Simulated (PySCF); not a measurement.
# BH₂⁻: structure of the triplet

Where does triplet BH₂⁻ go from a linear start, is the end point a minimum, and what are its modes, charges and moments?

Program: PySCF 2.14.0. Level of theory: PBE0, basis B def2-TZVPD, H def2-TZVPD, no relativity, density fitting. These are calculated values, not measurements.

**1. The system as given**

3 atoms, charge -1, spin multiplicity 3.

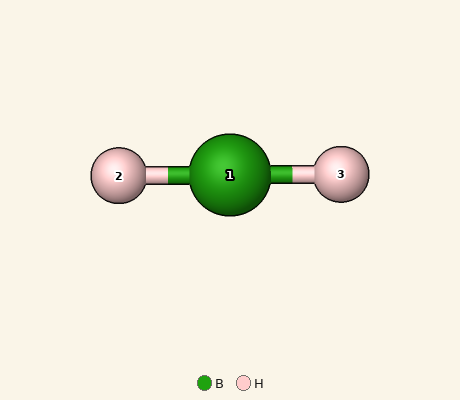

As it starts; boron green, hydrogen pink; atoms are numbered from 1 in the order of the file.

Z-matrix (Å, degrees; charge -1 multiplicity 3):
```
B
H  1 1.1700
H  1 1.1700 2 180.00
```

**2. The SCF at the typed geometry**

The steps below are one call of a driver around PySCF. For each, scf.py gives the equivalent set-up of the SCF; relaxations use the driver's own optimiser. After this first run the driver tries any further starts and a stability analysis.

scf.py

```python
from pyscf import gto, scf, dft
mol = gto.M(atom='''
B      0.000000     0.000000     0.000000
H      0.000000     0.000000     1.170000
H      0.000000     0.000000    -1.170000''',
    basis={'B': 'def2-TZVPD', 'H': 'def2-TZVPD'},
    charge=-1, spin=2)
mf = dft.UKS(mol, xc='PBE0')
mf.grids.atom_grid = (50, 194)
aux = {'B': 'def2-universal-JKFIT', 'H': 'def2-universal-JKFIT'}
mf = mf.density_fit(auxbasis=aux)
mf.conv_tol = 1e-08
mf.diis_space = 10
mf.max_cycle = 60
mf.init_guess = 'minao'
mf.verbose = 4
mf.kernel()
```

On the command line:

```sh
OMP_NUM_THREADS=2 python axn.py task.json out
```

Output:

```text
init E= -25.741444558364
[... the frontier-level lines of each cycle are left out ...]
cycle= 1 E= -25.8435108948577  delta_E= -0.102  |g|= 0.208  |ddm|= 0.842
cycle= 2 E= -25.8548707398777  delta_E= -0.0114  |g|= 0.202  |ddm|= 0.75
cycle= 3 E= -25.8911898507946  delta_E= -0.0363  |g|= 0.0084  |ddm|= 0.31
cycle= 4 E= -25.8913042677597  delta_E= -0.000114  |g|= 0.00228  |ddm|= 0.021
cycle= 5 E= -25.8913130108945  delta_E= -8.74e-06  |g|= 0.00052  |ddm|= 0.00695
cycle= 6 E= -25.8913133850983  delta_E= -3.74e-07  |g|= 8.17e-05  |ddm|= 0.00143
cycle= 7 E= -25.8913133965784  delta_E= -1.15e-08  |g|= 1.68e-05  |ddm|= 0.000203
cycle= 8 E= -25.8913133971819  delta_E= -6.04e-10  |g|= 1.54e-06  |ddm|= 6.55e-05
Extra cycle  E= -25.8913133971862  delta_E= -4.3e-12  |g|= 5.22e-07  |ddm|= 4.28e-06
converged SCF energy = -25.8913133971862  <S^2> = 2.0121976  2S+1 = 3.0081208
```

This step, with its further starts and checks, needed 2.9 s of wall time on 2 threads of Arm Neoverse V1, shared host.

The starts that the driver tried:

```csv
start,energy (Eh)
the minimal-basis guess,-25.891313
a thermally smeared density,-25.891313
a smeared PBE density,-25.891313
```

No lower solution of this spin turned up from the other starts or in the test of internal stability.

**3. Relaxing the triplet from the linear start**

The program finds D∞h symmetry in the start, which this walk keeps.

scf.py, as its differences from that of step 2:

```diff
@@ -15 +14,0 @@
-mf.init_guess = 'minao'
```

Energy and gradient, step by step:

```csv
step,energy (Eh),change (kJ/mol),largest symmetric gradient (Eh/bohr)
0,-25.891313,0.00,0.00811
1,-25.891547,-0.61,0.00168
2,-25.891558,-0.64,0.00007
```

The walk took 1.1 s.

Geometry (Å) and forces (eV/Å) at some steps:

```
step 0
B    0.000   0.000   0.000   0.000   0.000   0.000
H    0.000   0.000   1.170   0.000   0.000   0.417
H    0.000   0.000  -1.170   0.000   0.000  -0.417
step 1
B    0.000   0.000   0.000   0.000   0.000   0.000
H    0.000   0.000   1.183   0.000   0.000   0.086
H    0.000   0.000  -1.183   0.000   0.000  -0.086
step 2
B    0.000   0.000   0.000   0.000   0.000   0.000
H    0.000   0.000   1.186   0.000   0.000   0.003
H    0.000   0.000  -1.186   0.000   0.000  -0.003
```

After 2 steps and 0.6 kJ/mol it ends at D∞h: B–H 1.186 Å (×2); H–B–H 180.0°.

**4. Frequencies**

The point is checked on the finer grid, and tightened if its gradient asks for it. The Hessian and the dipole derivatives come from central differences of analytic gradients, with steps of 0.02 bohr.

scf.py, as its differences from that of step 3:

```diff
@@ -3,3 +3,3 @@
-B      0.000000     0.000000     0.000000
-H      0.000000     0.000000     1.170000
-H      0.000000     0.000000    -1.170000''',
+B      0.000000    -0.000000     0.000000
+H      0.000000     0.000000     1.186166
+H     -0.000000    -0.000000    -1.186166''',
@@ -9 +9 @@
-mf.grids.atom_grid = (50, 194)
+mf.grids.atom_grid = (75, 302)
@@ -12 +12 @@
-mf.conv_tol = 1e-08
+mf.conv_tol = 1e-10
```

The driver hands on the density of the step before, so the log starts near convergence.

SCF at the final geometry:

```text
init E= -25.8915591770671
[... the frontier-level lines of each cycle are left out ...]
cycle= 1 E= -25.8915591770671  delta_E= -5.68e-14  |g|= 1.67e-07  |ddm|= 7.27e-07
Extra cycle  E= -25.8915591770671  delta_E= 4.62e-14  |g|= 1.43e-07  |ddm|= 3.31e-07
converged SCF energy = -25.8915591770671  <S^2> = 2.0127593  2S+1 = 3.0084942
```

The whole step took 5.7 s.

Geometry: D∞h; B–H 1.186 Å (×2); H–B–H 180.0°.

Harmonic modes (main isotopes):

| symmetry | ω (cm⁻¹) | IR (km/mol) | μ (u) |
| --- | --- | --- | --- |
| πu | 915i | 1446 | 1.17 |
| σg+ | 2584 | 0.0 | 1.01 |
| σu+ | 2824 | 59.5 | 1.17 |

2 modes are imaginary, the largest at 915i cm⁻¹: a saddle point, not a minimum.

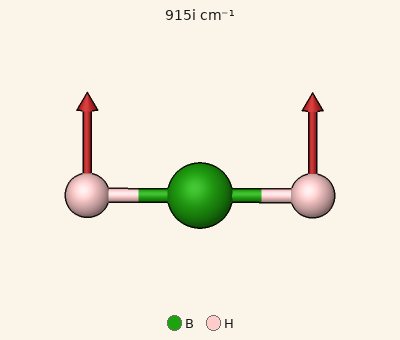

The imaginary mode, as arrows.

Constants and moments:

```yaml
Dipole_moment_about_the_centre_of_mass: 0.00 D
Highest_occupied_level: 1.89 eV
Lowest_empty_level: 4.01 eV
Rotational_constants: 5.944 cm⁻¹
Zero-point_energy_real_modes: 32.3 kJ/mol
Principal_polarisabilities: 53.1, 121.3, 121.3 bohr³
Principal_traceless_quadrupole_moments_about_the_centre_of_mass: -1.57, -1.57, 3.13 D Å
Spin_squared_⟨S²⟩: 2.013
```

Populations by atom (charges in e):

```tsv
atom	Mulliken	Löwdin	polar tensor	spin (Mulliken)	Mayer order to B1
B1	-1.08	-0.52	-1.49	2.25	–
H2,3	0.04	-0.24	0.24	-0.12	0.96
```

Outer orbital energies (eV). α occupied: -177.74, -7.12, -4.06, 1.89, 1.89; empty: 4.01, 6.43, 6.58, 7.17. β occupied: -177.32, -5.73, -3.89; empty: 4.62, 5.57, 5.57, 6.86.

Mulliken populations on B1: s 3.12, p 2.93, d 0.02, f 0.01.

**5. Following the imaginary mode**

The atoms are moved a little along the softest imaginary mode and relaxed again.

The program finds C2v symmetry in the start, which this walk keeps. Threshold on the gradient: 0.0003 Eh/bohr, with a further test on the energy change.

scf.py, as its differences from that of step 4:

```diff
@@ -3,3 +3,3 @@
-B      0.000000    -0.000000     0.000000
-H      0.000000     0.000000     1.186166
-H     -0.000000    -0.000000    -1.186166''',
+B     -0.000000    -0.021970     0.000000
+H     -0.000000     0.120000     1.186166
+H      0.000000     0.120000    -1.186166''',
@@ -9 +9 @@
-mf.grids.atom_grid = (75, 302)
+mf.grids.atom_grid = (50, 194)
@@ -12 +12 @@
-mf.conv_tol = 1e-10
+mf.conv_tol = 1e-08
```

Steps of the walk:

| step | energy (Eh) | change (kJ/mol) | largest symmetric gradient (Eh/bohr) |
| --- | --- | --- | --- |
| 0 | -25.893324 | 0.00 | 0.01187 |
| 1 | -25.895593 | -5.96 | 0.01550 |
| 2 | -25.898625 | -13.92 | 0.01356 |
| 3 | -25.901335 | -21.03 | 0.00841 |
| 4 | -25.901906 | -22.53 | 0.00650 |
| 5 | -25.902132 | -23.12 | 0.00179 |
| 6 | -25.902148 | -23.17 | 0.00009 |
| 7 | -25.902149 | -23.17 | 0.00001 |

The walk took 3.8 s.

Positions (Å) and forces (eV/Å) along the way:

```
step 0
B    0.000  -0.022   0.000   0.000  -0.611   0.000
H    0.000   0.120   1.186   0.000   0.305  -0.181
H    0.000   0.120  -1.186   0.000   0.305   0.181
step 1
B    0.000  -0.076   0.000   0.000  -0.797   0.000
H    0.000   0.147   1.172   0.000   0.399  -0.099
H    0.000   0.147  -1.172   0.000   0.399   0.099
step 4
B    0.000  -0.281   0.000   0.000   0.286   0.000
H    0.000   0.250   1.106   0.000  -0.143  -0.334
H    0.000   0.250  -1.106   0.000  -0.143   0.334
step 7
B    0.000  -0.275   0.000   0.000  -0.001   0.000
H    0.000   0.246   1.091   0.000   0.000   0.000
H    0.000   0.246  -1.091   0.000   0.000   0.000
```

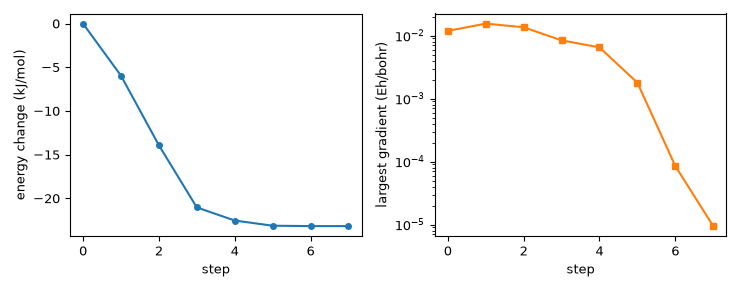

Energy and largest gradient along the walk.

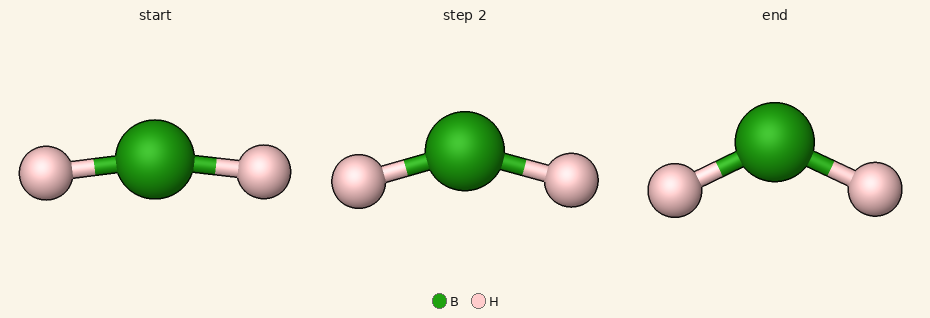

Start and end of the relaxation, with a step between.

End point (C2v, 7 steps, 23.2 kJ/mol gained): B–H 1.209 Å (×2); H–B–H 129.0°.

**6. Frequencies**

The same treatment as at the point before.

scf.py, as its differences from that of step 5:

```diff
@@ -3,3 +3,3 @@
-B     -0.000000    -0.021970     0.000000
-H     -0.000000     0.120000     1.186166
-H      0.000000     0.120000    -1.186166''',
+B     -0.000000    -0.080601     0.000000
+H     -0.000000     0.440234     1.091141
+H      0.000000     0.440234    -1.091141''',
@@ -9 +9 @@
-mf.grids.atom_grid = (50, 194)
+mf.grids.atom_grid = (75, 302)
@@ -12 +12 @@
-mf.conv_tol = 1e-08
+mf.conv_tol = 1e-10
```

SCF at the final geometry:

```text
init E= -25.9021482015512
[... the frontier-level lines of each cycle are left out ...]
cycle= 1 E= -25.9021482015512  delta_E= -1.42e-14  |g|= 4.33e-08  |ddm|= 7.94e-07
Extra cycle  E= -25.9021482015512  delta_E= 1.42e-14  |g|= 3.13e-08  |ddm|= 1.1e-07
converged SCF energy = -25.9021482015512  <S^2> = 2.0053897  2S+1 = 3.003591
```

The whole step needed 7 s of wall time on 2 threads of Arm Neoverse V1, shared host.

Geometry: C2v; B–H 1.209 Å (×2); H–B–H 129.0°.

Harmonic modes (main isotopes):

```json
{"symmetry": "a1", "ω (cm⁻¹)": "920", "IR (km/mol)": "36.8", "type": "bend"}
{"symmetry": "a1", "ω (cm⁻¹)": "2435", "IR (km/mol)": "159", "type": "stretch"}
{"symmetry": "b2", "ω (cm⁻¹)": "2570", "IR (km/mol)": "246", "type": "stretch"}
```

All wavenumbers are real: a minimum.

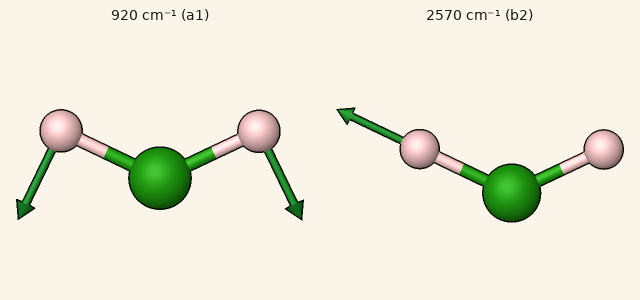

How the atoms move in 2 of the modes.

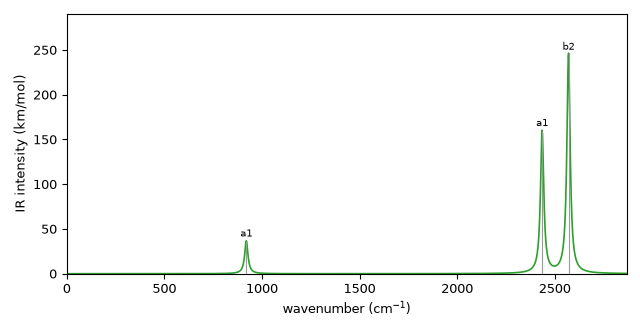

The harmonic infrared spectrum (widths in cm⁻¹). Lines are broadened to a width of 20 cm⁻¹ (Lorentzian).

Properties at this point:

```
Dipole moment about the centre of mass                          : 0.93 D
Highest occupied level                                          : 1.92 eV
Lowest empty level                                              : 4.11 eV
Rotational constants                                            : 36.48, 7.025, 5.89 cm⁻¹
Zero-point energy                                               : 35.4 kJ/mol
Principal polarisabilities                                      : 50.3, 65.9, 112.7 bohr³
Principal traceless quadrupole moments about the centre of mass : -1.98, 0.07, 1.91 D Å
Entropy at 298.15 K and 1 bar (electronic part: spin only)      : 198.1 J/(mol K)
Heat capacity Cp at 298.15 K                                    : 35.3 J/(mol K)
Enthalpy at 298.15 K above 0 K                                  : 10.05 kJ/mol
Rotational symmetry number                                      : 2
Spin squared ⟨S²⟩                                               : 2.005
```

Populations by atom (charges in e):

| atom | Mulliken | Löwdin | polar tensor | spin (Mulliken) | Mayer order to B1 |
| --- | --- | --- | --- | --- | --- |
| B1 | -1.03 | -0.53 | -0.64 | 2.10 | – |
| H2,3 | 0.01 | -0.24 | -0.18 | -0.05 | 1.05 |

Outer orbital energies (eV). α occupied: -177.80, -7.06, -3.30, 0.94, 1.92; empty: 4.11, 6.75, 6.95, 7.37. β occupied: -177.34, -5.77, -2.97; empty: 4.60, 5.25, 5.63, 6.99.

Mulliken populations on B1: s 3.13, p 2.86, d 0.04, f 0.00.

**7. The points found, side by side**

| spin | group | bonds | imaginary modes (cm⁻¹) | ΔE (kJ/mol) | with zero-point energy |
| --- | --- | --- | --- | --- | --- |
| triplet | C2v | B–H 1.209 Å (×2) | none | 0.0 | 0.0 |
| triplet | D∞h | B–H 1.186 Å (×2) | 915i, 915i | 27.8 | – |

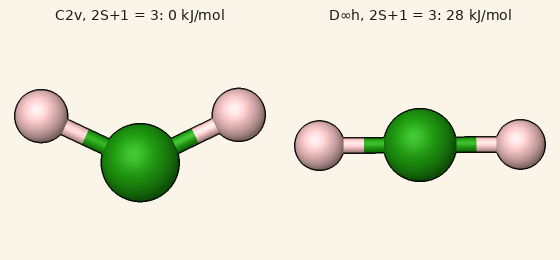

The points, lowest first (boron green, hydrogen pink).

**8. Outcome**

```
                                          quantity                           value
                                           minimum                    triplet, C2v
                                          geometry  B–H 1.209 Å (×2); H–B–H 129.0°
                                wavenumbers (cm⁻¹)  920 (a1), 2435 (a1), 2570 (b2)
                    dipole moment (centre of mass)                          0.93 D
highest occupied, lowest empty level (either spin)                   1.92, 4.11 eV
                         polar-tensor charge of B1                         -0.64 e
                                 zero-point energy                     35.4 kJ/mol
                               entropy at 298.15 K                 198.1 J/(mol K)
                                              ⟨S²⟩                           2.005
```

In words: From D∞h at the start the molecule goes to a C2v minimum, after a stop at a second-order saddle point 27.8 kJ/mol higher, from which it was pushed off along an imaginary mode. The strongest infrared band lies at 2570 cm⁻¹ (b2, stretch). Most of the spin sits on B1 (Mulliken spin 2.10, against 2 for the whole molecule). Only this shape and spin were tried, so other structures or states may lie lower. A highest occupied level above zero is common for anions with such functionals; it warns that the extra electron is poorly described.

The search up to here took 20 s.
